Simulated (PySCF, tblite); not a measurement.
# C₅H₈OSi: geometry, infrared bands and NMR shifts

Wanted: the infrared bands and NMR shifts of C₅H₈OSi (`C[SiH2]CC#CC=O`), by calculation.

Computed with tblite 0.8.0 and PySCF 2.14.0, with density-fitted response routines of our own, on a single molecule in the gas phase. Atoms are numbered from 0 throughout.

### Step 1. The starting structure

15 atoms, charge 0, multiplicity 1; geometry from: force field or distance geometry start.

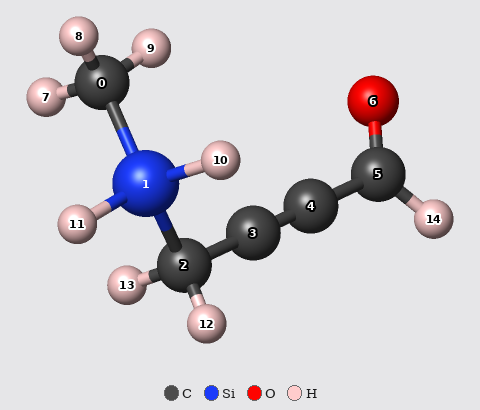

As it starts; carbon dark grey, silicon blue, oxygen red, hydrogen pink, atoms numbered.

### Step 2. Relaxing the molecule with GFN2-xTB

The job: settings as JSON, then the geometry in Å.

```
{"job": {"kind": "relax", "xc": "GFN2-xTB", "basis": "xTB"}, "charge": 0, "multiplicity": 1}
C     -2.044000     0.805800     0.495300
Si    -1.547300    -0.874400    -0.077500
C     -0.007200    -0.832400    -1.148000
C      1.171700    -0.257900    -0.500600
C      2.141500     0.202000     0.048500
C      3.297900     0.769900     0.680600
O      3.220000     1.806600     1.328100
H     -2.248600     1.469300    -0.351800
H     -2.956400     0.757400     1.105000
H     -1.275300     1.276400     1.106200
H     -1.301900    -1.753300     1.109600
H     -2.660800    -1.495400    -0.834900
H      0.202700    -1.845600    -1.479000
H     -0.237300    -0.244200    -2.052700
H      4.240700     0.223800     0.549200
```

Launch:

```
OMP_NUM_THREADS=1 python probes_run.py task.json out
```

One launch serves the whole session: the jobs run in the order shown.

**Question.** This job is followed by: GFN2-xTB harmonic vibrations, gas phase; GIAO PBE0/pcSseg-1 NMR shielding, non-relativistic, gas phase. What will the session give for the following? strongest single infrared mode (GFN2-xTB); zero-point energy (GFN2-xTB); 13C shifts against TMS (PBE0/pcSseg-1); 1H shifts against TMS (PBE0/pcSseg-1, means over atoms taken as alike); 29Si shifts against TMS (PBE0/pcSseg-1); 17O shifts against H2O (PBE0/pcSseg-1).

As calculated:

```
                                                              quantity                              value
                             strongest single infrared mode (GFN2-xTB)              2315 cm⁻¹, 538 km/mol
                                          zero-point energy (GFN2-xTB)                      67.3 kcal/mol
                                13C shifts against TMS (PBE0/pcSseg-1)  180.6, 107.6, 87.6, 5.3, -8.0 ppm
1H shifts against TMS (PBE0/pcSseg-1, means over atoms taken as alike)         9.48, 4.33, 1.99, 0.41 ppm
                               29Si shifts against TMS (PBE0/pcSseg-1)                          -38.2 ppm
                                17O shifts against H2O (PBE0/pcSseg-1)                          727.9 ppm
```

**Reading.** Over 90 steps the energy fell by 0.169 eV; of the close pairs, Si1–C2 changed most, 1.876 to 1.929 Å. No mode is imaginary among the 39: a minimum at this level. The strongest single mode, at 2315 cm⁻¹, moves mainly C3 and C4. GFN2-xTB is a fitted tight-binding method: band positions and strengths are rough. Its intensities can rank the bands wrongly. The most deshielded carbon is C5 (aldehyde carbonyl carbon), at 180.6 ppm: low-lying n→π* states of the double bond to the heteroatom give a large paramagnetic term (-244 ppm). The most deshielded hydrogen is H14 (hydrogen on an aldehyde carbonyl carbon), at 9.48 ppm: the formyl region, downfield of aromatic protons. At PBE0/pcSseg-1: The widest tensor belongs to O6: span 1484 ppm, with a paramagnetic part of -792 ppm.
